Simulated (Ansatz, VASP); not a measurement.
# Cross-check of Zn2P between VASP and Ansatz, part 2 of 2

One calculation is typed for both programs; each brings its own data sets. How far apart do they land? The cell is invented: other elements were put on sites of a known structure type. It may not be a known or stable phase. The cell is taken from a series of VASP runs on this material, whose earlier steps may have relaxed, scaled or displaced it; both programs get it as it stands. Valence electrons are named where the data sets of a main pair hold unlike numbers.

VASP 6.6.1 and Ansatz 0.2.0.

So far: The starting structure; VASP: band structure, HSE06.

## 3. Ansatz: band structure, HSE06

Level of this step: Ansatz beside VASP: Kohn-Sham DFT, plane waves, HSE06 (Ansatz).

Ansatz runs on its default PAW (the set named soft_2) files.

The same cell, functional, mesh and smearing now go to Ansatz, which takes its cutoff from its data sets.

input.yaml reads:

```yaml
crystal:
  lattice:
    - [0.0, 2.9090437101, 2.9090437101]
    - [2.9090437101, 0.0, 2.9090437101]
    - [2.9090437101, 2.9090437101, 0.0]
  atoms:
    - { symbol: Zn, position: [0.75, 0.75, 0.75] }
    - { symbol: Zn, position: [0.5, 0.5, 0.5] }
    - { symbol: P, position: [0.0, 0.0, 0.0] }
hamiltonian:
  xc: { exchange: pbe, correlation: pbe, exx: { coeff: 0.25, omega: 0.2 } }
  pseudopotentials: { kind: paw }
kpoints:
  mp_grid: { grid: [4, 4, 4] }
  band_path:
    path:
      - [0.0, 0.0, 0.0]
      - [0.5, 0.0, 0.5]
      - [0.5, 0.2, 0.7]
      - [0.4, 0.35, 0.75]
      - [0.15, 0.15, 0.3]
      - [0.2, 0.2, 0.2]
      - [0.55, 0.4, 0.55]
      - [0.6, 0.25, 0.65]
      - [0.5, 0.25, 0.75]
      - [0.5, 0.5, 0.5]
      - [0.375, 0.375, 0.75]
      - [0.5, 0.0, 0.5]
    npoints: 1
scf:
  occupations: { method: fermi_dirac, width: 0.05 }
  n_extra_bands: 7
output:
  forces: true
  stress: true
  eigenvalues: true
```

Launch:

```console
$ ansatz run input.yaml --threads 4 --pin off --max-ram 9216MiB --backend cpu --events-out ev --progress --plain --runs-dir out
```

Numbers of over 12 decimals in the logs are rounded to 6 here.

Output:

```text
Warning: output.stress: scf.convergence.dr2_threshold = 1e-7 eV (the SCF's general default) is looser than the 3e-10 eV advised for a printed stress (1e-10 eV for each atom of the cell: 3). What an SCF threshold leaves in a stress goes as its square root, and in the free energy as the threshold itself, and one threshold admits the most on a small cell: [figures from the program's tests cut] Set scf.convergence.dr2_threshold to 3e-10 eV or tighter. The threshold is an SCF's pass mark: one that does not reach it within its budget of iterations ends unconverged, or closes short of it on a stop that the run arms, and scf.convergence.dr2_threshold's page says what that costs each kind of run
Warning: output.stress: scf.exx.energy_threshold = 1e-6 eV is looser than the 3e-8 eV advised for a stress under a hybrid functional (1e-8 eV for each atom of the cell: 3). Every SCF of the exchange loop can meet its threshold on dr2 while the loop round them stops early: no threshold on dr2 bounds what that leaves in the stress. Set scf.exx.energy_threshold to 3e-8 eV or tighter. The threshold is the loop's pass mark: a loop that does not reach it within its budget of cycles ends unconverged, and scf.exx.energy_threshold's page has the law
scf.n_extra_bands = 7 over 15 filled bands (N_el = 29.0): the run solves 22 bands
Engine: ansatz 0.2.0, aarch64-unknown-linux-gnu
Pseudopotentials: kind: paw
Pseudopotential: Zn, paw, valence charge 12, recommended cutoff 420 eV (normal), Zn.paw.azcp
Pseudopotential: P, paw, valence charge 5, recommended cutoff 420 eV (normal), P.paw.azcp
Functional definition: unnamed
  parameter a_1 = 0.25
  parameter omega_1 = 0.2/angstrom
  exchange = pbe_x + (-a_1)*pbe_x_sr(omega_1) + a_1*exact_x_sr(omega_1)
  correlation = pbe_c
Crystal: 3 atoms, lattice volume = 49.236 Å³
Basis set: ecut = 420 eV, 941 PW (Γ), exchange–correlation on 60×60×60 points (8 copies of the dense FFT grid, shifted against one another)
Bands: 22, of which v1, the nominal top of the filled ones, is band 15 counted from 1 (14 counted from 0)
Symmetry: 24 space group operations
Space group: F-43m (ITA 216), of the structure as read, at distance tolerance 3.7e-5 Å
k-points: 8 of 64 (time reversal used)
Non-local potential: Zn, projectors of the file, l = 0: 2, l = 1: 2, l = 2: 3, l = 3: 1
Non-local potential: P, projectors of the file, l = 0: 2, l = 1: 2, l = 2: 2
PAW form: soft (Blöchl's): semilocal exchange-correlation on the pseudo side does not see the compensation charge
PAW frozen core: Zn, regenerated for the run's functional, and the local potential with it (the file was generated under x = pbe(κ = 0.804, μ = 0.219515), c = pbe(β = 0.066725))
PAW frozen core: P, regenerated for the run's functional, and the local potential with it (the file was generated under x = pbe(κ = 0.804, μ = 0.219515), c = pbe(β = 0.066725))
PAW one-centre angular grid: Zn, 590 points (default); XC on 64 Gauss nodes
PAW one-centre angular grid: P, 110 points (default); XC on 64 Gauss nodes
Initial density: superposition of atomic densities (neutral atoms: chi_scale 0, normalization atom), corrected by the library's trained network
Initial wavefunctions: pseudopotential atomic-orbital guess
Functional: x = pbe(κ = 0.804, μ = 0.219515), c = pbe(β = 0.066725), warm-up for x = pbe(κ = 0.804, μ = 0.219515) + 0.25 (exact − pbe) at short range (hse, ω = 0.2 Å⁻¹), c = pbe(β = 0.066725)
SCF iter   1: F=—  HF=-7393.260394 eV  |F-HF|=—  |Δ(HF+E_count)|=         —  Δρ=3.84e-3  dr2=3.63e-3  ethr=1.77e-3  ⟨swp⟩=11.5  Hψ=916  notcnv=0
preconditioner: auto → none  [insulator: Δε(μ)=0.327 eV  Ē_g=13.001 eV  σ=0.050 eV  W_gap=0.90  n_scr=14 (ndim 8)  ℏωp=28.5 eV  f_vac=0.014  D(μ)=1.22/eV (n_scr^D=8)]
SCF iter   2: F=—  HF=-7393.259762 eV  |F-HF|=—  |Δ(HF+E_count)|=   6.31e-4  Δρ=1.83e-3  dr2=1.34e-3  ethr=1.25e-5  ⟨swp⟩=4.1  Hψ=540  notcnv=0
SCF iter   3: F=—  HF=-7393.259209 eV  |F-HF|=—  |Δ(HF+E_count)|=   5.53e-4  Δρ=8.49e-4  dr2=1.51e-4  ethr=4.64e-6  ⟨swp⟩=3.2  Hψ=400  notcnv=0
iter 4 solved again at ethr=1.12e-8 eV; its pass at ethr=5.19e-7 eV (dr2=3.25e-6 eV) is discarded
SCF iter   4: F=—  HF=-7393.259213 eV  |F-HF|=—  |Δ(HF+E_count)|=   4.24e-6  Δρ=1.03e-4  dr2=2.89e-6  ethr=1.12e-8  ⟨swp⟩=3.2  Hψ=678  notcnv=0
eigensolver tolerance schedule: the retry pair's looser diagonalisation over-reported the residual by 0.12 of it (diagonalisation noise at 0.13 of the residual, at the tolerance the schedule requests for it); recorded, not acted on — ethr = c·dr2/N_el stays at c = 1.0e-1
SCF iter   5: F=—  HF=-7393.259215 eV  |F-HF|=—  |Δ(HF+E_count)|=   2.00e-6  Δρ=9.08e-5  dr2=2.37e-6  ethr=9.96e-9  ⟨swp⟩=4.0  Hψ=465  notcnv=0
SCF iter   6: F=—  HF=-7393.259215 eV  |F-HF|=—  |Δ(HF+E_count)|=   7.78e-7  Δρ=1.11e-5  dr2=3.52e-8  ethr=8.18e-9  ⟨swp⟩=3.4  Hψ=384  notcnv=0
SCF iter   7: F=—  HF=-7393.259215 eV  |F-HF|=—  |Δ(HF+E_count)|=   3.52e-8  Δρ=3.27e-6  dr2=3.67e-9  ethr=1.21e-10  ⟨swp⟩=3.6  Hψ=347  notcnv=0
SCF iter   8: F=-7393.259215 eV  HF=-7393.259215 eV  |F-HF|=2.55e-11  |Δ(HF+E_count)|=   3.92e-9  Δρ=5.32e-7  dr2=9.13e-11  ethr=1.27e-11  ⟨swp⟩=3.5  Hψ=409  notcnv=0
SCF 1 converged in 8 iterations: F = -7393.259215 eV  dr2 = 9.13e-11
  greatest PAW one-centre occupation: 0.985 electrons in one spin orbital (limit 2), on the Zn atom at site 1 (counted from 0), in its partial waves of l = 2
Initial density: handed on by an earlier stage of this run
Initial wavefunctions: those handed on with the density
Functional: x = pbe(κ = 0.804, μ = 0.219515) + 0.25 (exact − pbe) at short range (hse, ω = 0.2 Å⁻¹), c = pbe(β = 0.066725)
Exchange kernel: α = 0.2500, screened, ω = 0.2000 Å⁻¹, Wigner–Seitz truncation, v(0) = 1107.6515 eV·Å³, q-mesh 4×4×4, nearest image of the exchange supercell L = 16.46 Å, pair-density grid 18×18×18, without the augmentation charges, whose exchange is taken in its separable form by FFT convolution over the k-point mesh (sized by the pseudopotential files, 24×24×24 at the most), smooth part of the exact exchange by density-matrix convolution
Frozen-core exchange: fock
iter 1 solved again at ethr=6.44e-4 eV; its pass at ethr=1.00e-1 eV (dr2=1.87e-1 eV) is discarded
[...]
preconditioner: auto → none  [insulator: Δε(μ)=0.607 eV  Ē_g=15.806 eV  σ=0.050 eV  W_gap=0.92  n_scr=14 (ndim 8)  ℏωp=28.5 eV  f_vac=0.016  D(μ)=1.15/eV (n_scr^D=8)]
[...]
SCF iter   3: F=—  HF=-7393.477329 eV  |F-HF|=—  |Δ(HF+E_count)|=   1.39e-2  Δρ=4.38e-3  dr2=5.98e-3  ethr=4.74e-5  ⟨swp⟩=4.0  Hψ=548  notcnv=0
SCF iter   4: F=—  HF=-7393.476930 eV  |F-HF|=—  |Δ(HF+E_count)|=   3.99e-4  Δρ=9.30e-4  dr2=2.35e-3  ethr=1.41e-5  ⟨swp⟩=2.0  Hψ=293  notcnv=0
SCF iter   5: F=—  HF=-7393.491887 eV  |F-HF|=—  |Δ(HF+E_count)|=   1.50e-2  Δρ=2.24e-3  dr2=1.37e-3  ethr=1.03e-6  ⟨swp⟩=4.4  Hψ=532  notcnv=0
SCF iter   6: F=—  HF=-7393.491395 eV  |F-HF|=—  |Δ(HF+E_count)|=   4.91e-4  Δρ=2.57e-4  dr2=4.78e-5  ethr=1.03e-6  ⟨swp⟩=4.0  Hψ=488  notcnv=0
SCF iter   7: F=-7393.491540 eV  HF=-7393.491548 eV  |F-HF|=7.98e-6  |Δ(HF+E_count)|=   1.53e-4  Δρ=1.89e-4  dr2=1.42e-5  ethr=8.01e-8  ⟨swp⟩=4.0  Hψ=500  notcnv=0
SCF 2 stopped early in 7 iterations: F = -7393.491540 eV  dr2 = 1.42e-5
  greatest PAW one-centre occupation: 0.987 electrons in one spin orbital (limit 2), on the Zn atom at site 1 (counted from 0), in its partial waves of l = 2
hybrid outer 1: dexx = +1.552e-2 eV, tail = 1.32e-4 eV
Exchange kernel: α = 0.2500, screened, ω = 0.2000 Å⁻¹, Wigner–Seitz truncation, v(0) = 1107.6515 eV·Å³, q-mesh 4×4×4, nearest image of the exchange supercell L = 16.46 Å, pair-density grid 18×18×18, without the augmentation charges, whose exchange is taken in its separable form by FFT convolution over the k-point mesh (sized by the pseudopotential files, 24×24×24 at the most), smooth part of the exact exchange by density-matrix convolution
Frozen-core exchange: fock
SCF iter   1: F=—  HF=-7393.490601 eV  |F-HF|=—  |Δ(HF+E_count)|=         —  Δρ=1.10e-4  dr2=4.86e-6  ethr=2.28e-6  ⟨swp⟩=3.5  Hψ=383  notcnv=0
preconditioner: auto → none  [insulator: Δε(μ)=0.611 eV  Ē_g=15.433 eV  σ=0.050 eV  W_gap=0.92  n_scr=14 (ndim 8)  ℏωp=28.5 eV  f_vac=0.013  D(μ)=1.15/eV (n_scr^D=8)]
SCF iter   2: F=—  HF=-7393.490604 eV  |F-HF|=—  |Δ(HF+E_count)|=   2.46e-6  Δρ=3.46e-5  dr2=9.42e-7  ethr=1.46e-8  ⟨swp⟩=4.0  Hψ=450  notcnv=0
SCF iter   3: F=—  HF=-7393.490603 eV  |F-HF|=—  |Δ(HF+E_count)|=   2.37e-7  Δρ=1.40e-5  dr2=6.46e-8  ethr=2.23e-9  ⟨swp⟩=3.1  Hψ=322  notcnv=0
SCF iter   4: F=—  HF=-7393.490604 eV  |F-HF|=—  |Δ(HF+E_count)|=   1.26e-7  Δρ=6.34e-6  dr2=1.09e-8  ethr=1.95e-10  ⟨swp⟩=3.9  Hψ=467  notcnv=0  defer=1
SCF iter   5: F=-7393.490604 eV  HF=-7393.490604 eV  |F-HF|=5.51e-10  |Δ(HF+E_count)|=   8.35e-9  Δρ=1.22e-6  dr2=5.10e-10  ethr=3.69e-11  ⟨swp⟩=4.0  Hψ=454  notcnv=0
SCF 3 converged in 5 iterations: F = -7393.490604 eV  dr2 = 5.10e-10
  Residual-converged pass: ⟨swp⟩=2.4  Hψ=266  notcnv=0  max |occ|·‖R‖ = 2.4e-6 eV (tolerance 2.4e-6 eV)  dr2=5.07e-10  dr2_onsite=3.04e-10  max |Δocc| = 1.7e-13
hybrid outer 2: dexx = +2.637e-6 eV, tail = 2.51e-8 eV, Δε = 6.50e-3 eV (about 1.36e-4 eV left of the loop's levels)
NSCF: frozen V_eff on 12 k-points
hybrid SCF converged: 2 outer / 12 inner (+8 warm-up), last move |dexx| = 2.64e-6 eV, tail = 2.51e-8 eV
Stability not checked: this state was not tested for a lower state beside it, because the functional holds exact exchange (a hybrid, or Hartree-Fock), whose exchange loop this test does not read (fock_operator; see scf.lower_state_search)
Free energy (F): -7393.490603 eV
Frozen-core exchange: fock
Harris-Foulkes:  -7393.490603 eV  (|F-HF|=5.51e-10)
Internal energy: -7393.479583 eV  (E = F + TS)
E sigma→0 (E₀):  -7393.485093 eV
Entropy (-TS):   -0.011021 eV (-3.674 meV/atom)
Fermi energy:    9.197717 eV
--- Per-component energies (eV) ---
  E_band       = 26.703181
  E_kinetic    = 330.747344
  E_local      = -3635.891778  (includes V_loc(G=0)·N_el)
  E_nonlocal   = 1265.572258
  E_hartree    = 1551.491110
  E_xc         = -267.709326
  E_vxc        = -132.810970  (∫ρ·V_xc dr)
  E_exx        = -91.343720  (= α·E_x^exact, valence–valence)
  E_paw        = -4204.961677  (= ΣΔE_a)
  E_vpaw       = -721.208548  (= ΣTr[D̂ρ^β])
  E_aug_tail   = -0.000747  (compensation charges beyond the density's cutoff)
  E_ewald      = -2342.592152
  E_core_change = 1.209106  (= ΣΔE_core)
  E_smearing   = -0.011021  (= −TS)
  E_closure    = 0.000000  (closes the sum)
  Σ components = -7393.490603   (vs F -7393.490603, Δ=0.00e0)
--- Forces (eV/Å), atoms counted from 1 ---
  atom   1  Zn     0.00000000    -0.00000000     0.00000000
  atom   2  Zn    -0.00000000    -0.00000000     0.00000000
  atom   3  P      0.00000000     0.00000000    -0.00000000
  max |Σ_I F_I| component: 8.28e-17 eV/Å
--- Stress (GPa, compression-positive) ---
        2.538345      -0.000000      -0.000000
        0.000000       2.538345       0.000000
        0.000000       0.000000       2.538345
  P = ⅓ Tr σ = 2.5383 GPa (25.383 kbar)
--- Band table (eV; the first three rows and the last of 8) ---
  k-point 0: bands = [... 11 lower, 7.9435, 8.3012, 8.3012, 8.3012, 13.1417, 13.1417, 13.1417, 16.8415, ... 3 higher]
  k-point 1: bands = [... 11 lower, 4.1211, 7.9357, 7.9357, 9.8682, 12.8026, 12.8026, 13.1486, 16.3780, ... 3 higher]
  k-point 2: bands = [... 11 lower, 1.4754, 7.6926, 7.6926, 9.6876, 11.8876, 11.8876, 13.3474, 18.6791, ... 3 higher]
  k-point 7: bands = [... 11 lower, 2.6952, 3.5340, 4.4211, 10.9559, 12.5102, 13.9313, 15.1065, 18.2490, ... 3 higher]
```

Elapsed: 19 s, on 4 threads of Arm Neoverse V2, shared host; peak memory 0.67 GiB; 70 s of CPU time.

## 4. Side by side

Known differences besides the potentials themselves: exact exchange at q = 0 is treated differently, which shows on coarse meshes; VASP keeps PBE cores, Ansatz makes them for the functional; the cutoff is 420 eV in Ansatz and 400 eV in VASP; VASP takes a coarser grid for exact exchange (PRECFOCK = Fast). Total energies have different zeros and are not compared.

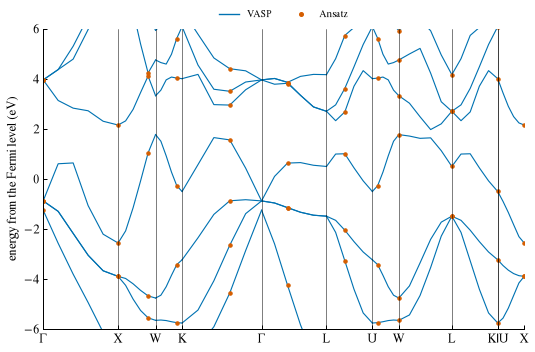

Bands from VASP (lines) and levels from Ansatz (dots). Dots without a line are higher empty bands that the VASP plot leaves out.

Levels from 3 eV below to 2 eV above the Fermi level differ by 6 meV r.m.s. and 9 meV at most; each VASP level is matched to the nearest of Ansatz, which flatters the figure a little.

## 5. What came out

| Item | Value |
| --- | --- |
| r.m.s. difference of levels near the Fermi level (band structure, HSE06) | 5.6 meV |

What this shows: The r.m.s. difference of levels near the Fermi level is 5.6 meV (band structure, HSE06), within the 80 meV picked in this series as the mark of a large difference. Such differences can come from data sets, numerical settings and the points named under the comparisons, not from the functional's error against experiment.

[Lines on the potential files, build, host, timing and source positions are cut from VASP's logs without a mark.]

[Logs are printed without paths, hosts, clocks, repeated set-up lines and the standing remarks that a program may print on its own settings, such as how far it seeks lower states.]

[Hosts, paths, dates, database ids (printed as entryN), source tags and the programs' standing remarks are cut or masked in the printed files.]
